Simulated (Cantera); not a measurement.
Feed: 1 mol SiH₄, 0.35 mol O₂, 5.8 mol N₂, equilibrated at 12.0 mbar.

Equilibrium computed with Cantera from the NASA thermochemical tables; the gas is ideal and each condensed phase is pure. Candidate condensed phases: H₂O, Si, SiO₂, Si₂N₂O, Si₃N₄; 35 gas species. Mutual solubility and eutectic melting of coexisting phases are not modelled. The tables hold silica as quartz up to 1696 K and as liquid above; real silica turns to tridymite and cristobalite and melts near 1996 K. Equilibrium is a limit: real reactors are often held back by kinetics, nucleation or transport.

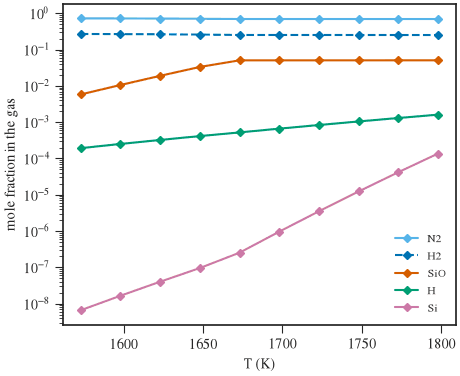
Figure: Equilibrium gas composition (values under 1e-9 drawn at 1e-9)

Problem. Read off the mole fractions at 1798 K.

Solution. N₂ about 0.70, H₂ about 0.25, SiO about 0.051, H about 0.0016, Si about 0.00014.
